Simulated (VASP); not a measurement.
Band structure of HfN (space group P6_3/mmc). Calculation: LDA (Ceperley-Alder, Perdew-Zunger) with spin-orbit coupling, VASP's LDA PAW potentials (set 64) (plane waves; VASP).

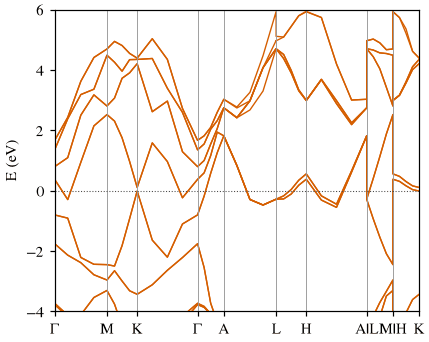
Fig. 1. Bands along high-symmetry lines, zero at the valence-band maximum or, without a gap, the Fermi level

Problem. Read the plot: is there a gap, and where are the band edges?

Solution. It has no gap at this level: it comes out as a metal or semimetal.

The structure comes from a computed database's HfN entry (P6_3/mmc); how it stands against other phases isn't given here. It was relaxed first.
